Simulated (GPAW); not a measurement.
# Screening of a field by a 8-layer slab of Ta(100), part 3 of 3

How does a 8-layer slab of Ta(100) screen a perpendicular field?

GPAW 26.7.0; GPAW, PAW setups; slab in vacuum, relaxation (the session's first sound run).

So far. Step 5 (Field on): The dipole is now -0.0862 e Å, against 0.011 in the run without a field. Step 8 (In a field): The dipole is now 0.108 e Å, against 0.011 in the run without a field.

## (9) In a field

The input, run.py:

```python
import json
import numpy as np
from ase import Atoms
from gpaw import GPAW, PW
from gpaw.external import ConstantElectricField

slab = Atoms(
    ['Ta', 'Ta', 'Ta', 'Ta', 'Ta', 'Ta', 'Ta', 'Ta'],
    positions=[
        [1.65500, 1.65500, 7.00000],
        [0.00000, 0.00000, 8.65500],
        [1.65500, 1.65500, 10.31000],
        [0.00000, 0.00000, 11.96500],
        [1.65500, 1.65500, 13.60950],
        [0.00000, -0.00000, 15.31491],
        [1.65500, 1.65500, 16.98201],
        [0.00000, -0.00000, 18.44698]],
    cell=[[3.31, 0.0, 0.0], [0.0, 3.31, 0.0], [0.0, 0.0, 25.585]],
    pbc=[True, True, False])

slab.calc = GPAW(mode=PW(400), xc='PBE', kpts={'size': (10, 10, 1), 'gamma': True},
                 occupations={'name': 'fermi-dirac', 'width': 0.1}, nbands='160%',
                 convergence={'density': 1e-05}, maxiter=200,
                 poissonsolver={'dipolelayer': 'xy'},
                 external=ConstantElectricField(0.2, [0, 0, 1]),
                 symmetry={'tolerance': 1e-3}, txt='slab.txt')
result = {}
energy = slab.get_potential_energy()
fermi = slab.calc.get_fermi_level()
v = slab.calc.get_electrostatic_potential().mean((0, 1)) - fermi
n = slab.calc.get_pseudo_density().mean((0, 1))
L = slab.cell[2, 2]
z = np.arange(len(v)) * L / len(v)
low, high = slab.positions[:, 2].min(), slab.positions[:, 2].max()
below, above = np.interp([low - 4.8, high + 4.8], z, v)
slopes = [np.interp(x, z, np.gradient(v, z)) for x in (low - 4.8, high + 4.8)]
eps = np.array([[slab.calc.get_eigenvalues(k, s) for k in range(len(slab.calc.get_ibz_k_points()))]
                for s in range(slab.calc.get_number_of_spins())]) - fermi
top, bottom = eps[eps < 0].max(), eps[eps > 0].min()
dipole = slab.get_dipole_moment()[2]
print(f'energy {energy:.4f} eV, Fermi level {fermi:.4f} eV, dipole {dipole:.5f} e A')
print(f'potential 4.8 A off the faces, from the Fermi level: lower {below:.4f} eV, upper {above:.4f} eV')
print(f'slope of the potential there: lower {slopes[0]:.5f}, upper {slopes[1]:.5f} eV/A')
print(f'nearest levels on the mesh: {top:.4f} and {bottom:.4f} eV')
print('magnetic moment', round(slab.get_magnetic_moment(), 3))
result.update(energy=energy, fermi=fermi, dipole=dipole, below=below, above=above, slopes=slopes, edges=[top, bottom],
              z=z.tolist(), v=v.tolist(), n=n.tolist(), positions=slab.positions.tolist(),
              forces=slab.get_forces(apply_constraint=False).tolist(), moments=slab.get_magnetic_moments().tolist())
json.dump(result, open('result.json', 'w'))
```

Started as:

```console
$ OMP_NUM_THREADS=1 OPENBLAS_NUM_THREADS=1 python run.py
```

The program printed:

```text
energy -75.3496 eV, Fermi level 4.4102 eV, dipole 0.20510 e A
potential 4.8 A off the faces, from the Fermi level: lower 5.6141 eV, upper 2.2283 eV
slope of the potential there: lower -0.00558, upper 0.00225 eV/A
nearest levels on the mesh: -0.0481 and 0.0052 eV
magnetic moment 0.0
```

Elapsed: 8.4 min, on 1 thread of Intel Xeon 6975P-C (Granite Rapids), shared host; peak memory 0.65 GiB.

The electrostatic potential energy of an electron (without an applied field's), less the Fermi level, planar mean oscillates, so the rows of the table below give means over windows of 1.6 Å about each position, cut where the curve ends. Its maxima inside the range that stand out by 2 % of the span (Å: eV): 0.5: 5.62, 7.9: -5.98, 9.5: -6.20, 11.1: -6.52, 12.8: -6.87, 14.5: -6.51, 16.1: -7.46, 17.7: -10.8. Its minima: 7.0: -16.4, 8.6: -16.4, 10.3: -16.7, 11.9: -16.9, 13.6: -17.2, 15.4: -17.7, 17.0: -18.1, 18.4: -18.9.

Table of electrostatic potential energy of an electron (without an applied field's), less the Fermi level, planar mean by z; means over each step:

```
z (Å)  electrostatic potential energy of an electron (without an applied field's), less the Fermi level, planar mean (eV)
 0.80                                                                                                                5.42
 2.40                                                                                                                5.61
 4.00                                                                                                                5.47
 5.60                                                                                                                2.19
 7.20                                                                                                               -10.9
 8.80                                                                                                               -11.2
10.40                                                                                                               -11.5
12.00                                                                                                               -11.7
13.60                                                                                                               -11.9
15.20                                                                                                               -12.3
16.80                                                                                                               -13.0
18.40                                                                                                               -13.6
20.00                                                                                                               0.130
21.60                                                                                                                2.16
23.20                                                                                                                2.23
24.80                                                                                                                2.34
```

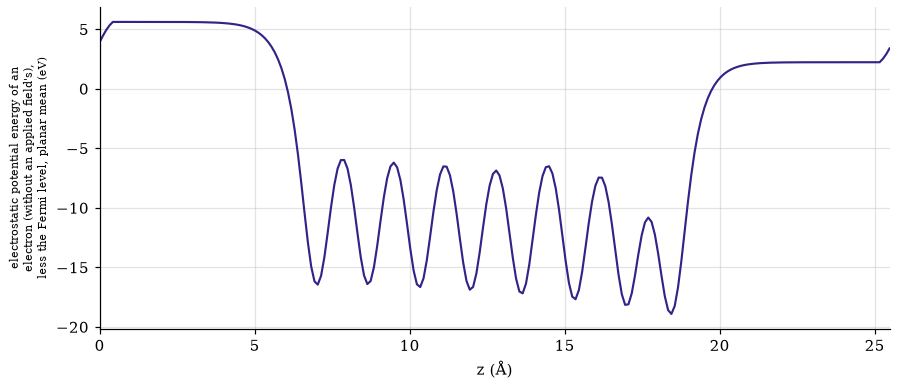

Electrostatic potential energy of an electron (without an applied field's), less the Fermi level, planar mean against z.

The dipole is now 0.205 e Å, against 0.011 in the run without a field.

## (10) In a field

Edit run.py of step 9 so:

```diff
@@ -24,3 +24,3 @@
                  poissonsolver={'dipolelayer': 'xy'},
-                 external=ConstantElectricField(0.2, [0, 0, 1]),
+                 external=ConstantElectricField(0.3, [0, 0, 1]),
                  symmetry={'tolerance': 1e-3}, txt='slab.txt')
```

The program printed:

```text
energy -75.3752 eV, Fermi level 4.4043 eV, dipole 0.30219 e A
potential 4.8 A off the faces, from the Fermi level: lower 6.4323 eV, upper 1.4439 eV
slope of the potential there: lower -0.00697, upper 0.00186 eV/A
nearest levels on the mesh: -0.0483 and 0.0051 eV
magnetic moment 0.0
```

Elapsed: 7.9 min, on 1 thread; peak memory 0.66 GiB.

The electrostatic potential energy of an electron (without an applied field's), less the Fermi level, planar mean oscillates, so the rows of the table below give means over windows of 1.71 Å about each position, cut where the curve ends. Its maxima inside the range that stand out by 2 % of the span (Å: eV): 0.5: 6.44, 7.8: -5.48, 9.5: -5.87, 11.1: -6.35, 12.8: -6.87, 14.5: -6.68, 16.1: -7.79, 17.7: -11.3. Its minima: 7.0: -15.9, 8.6: -16.0, 10.3: -16.4, 11.9: -16.8, 13.6: -17.3, 15.4: -17.9, 17.0: -18.6, 18.4: -19.5.

Table of electrostatic potential energy of an electron (without an applied field's), less the Fermi level, planar mean by z; means over each step:

```
z (Å)  electrostatic potential energy of an electron (without an applied field's), less the Fermi level, planar mean (eV)
 0.85                                                                                                                6.16
 2.56                                                                                                                6.43
 4.28                                                                                                                6.15
 5.98                                                                                                              -0.939
 7.70                                                                                                               -10.6
 9.41                                                                                                               -11.0
11.12                                                                                                               -11.4
12.82                                                                                                               -12.0
14.54                                                                                                               -11.9
16.25                                                                                                               -12.9
17.96                                                                                                               -15.4
19.66                                                                                                               -2.95
21.38                                                                                                                1.34
23.09                                                                                                                1.44
24.79                                                                                                                1.60
```

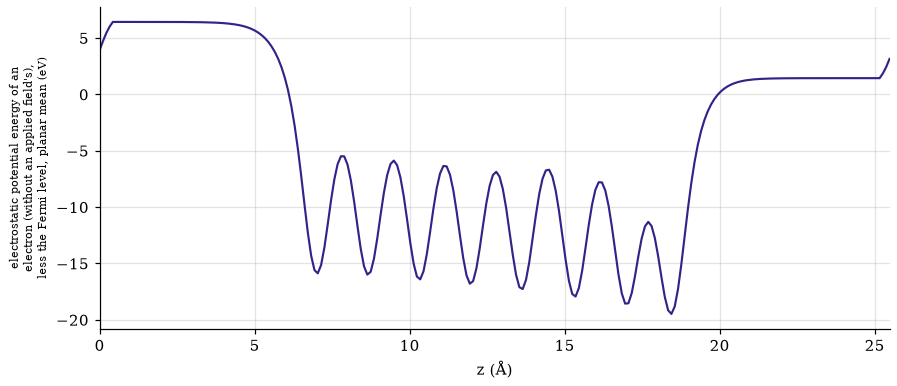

Electrostatic potential energy of an electron (without an applied field's), less the Fermi level, planar mean against z.

The dipole is now 0.302 e Å, against 0.011 in the run without a field.

## (11) The series

The members are put on one axis.

This step: induced dipole against applied field (GPAW 26.7.0).

Table of dipole along the normal by field:

```
field (V/Å)  dipole along the normal (e·Å)
     -0.200                         -0.183
     -0.100                        -0.0862
     -0.050                        -0.0376
      0.000                         0.0108
      0.050                         0.0595
      0.100                          0.108
      0.200                          0.205
      0.300                          0.302
```

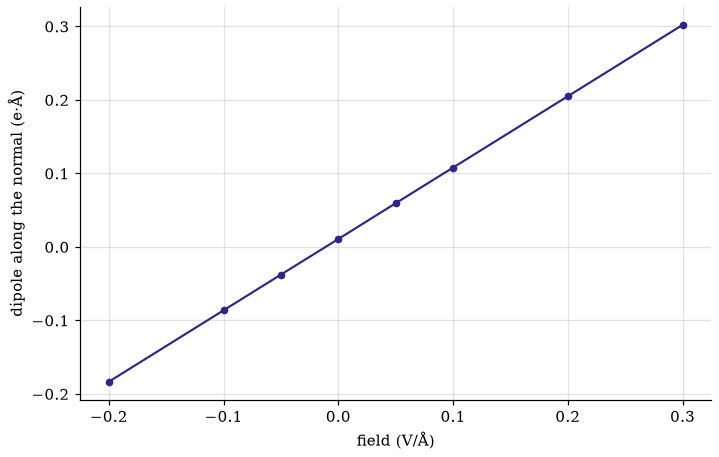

Dipole along the normal against field.

## (12) Results

```
work function, upper and lower face            : 3.809 and 3.990 eV
dipole along the normal                        : 0.0108 e Å
induced dipole per field                       : 0.971 e Å per V/Å
out-of-plane polarisability per area, α/(ε0 A) : 16.0 Å
```

The field induces 0.971 e Å per V/Å, a polarisable thickness α/(ε0 A) of 16.0 Å beside 11.4 Å between the outermost nuclei. A perfect conductor would give the distance between its two image planes; a dielectric of thickness t gives t(1 - 1/ε). The two faces differ by 0.18 eV, the step that the slab's dipole makes (e p/(ε0 A) gives 0.18 eV), so the dipole layer is needed. The lowest atoms were held at bulk positions, which alone makes the faces unlike. The measured value for this face is 4.1 eV (as compiled in "Anisotropic work function of elemental crystals", 2019, arxiv:1902.07811); the relaxed upper face lies 0.29 eV under it with PBE. Measured work functions scatter by a tenth of an eV or more between methods. The induced dipole is linear in the field over this range. The in-plane lattice was kept as typed, which isn't the functional's own and leaves some strain; spin-orbit coupling and temperature are left out.

[Logs are printed without paths, hosts, clocks, repeated set-up lines and the standing remarks that a program may print on its own settings, such as how far it seeks lower states.]

[Hosts, paths, dates, database ids (printed as entryN), source tags and the programs' standing remarks are cut or masked in the printed files.]
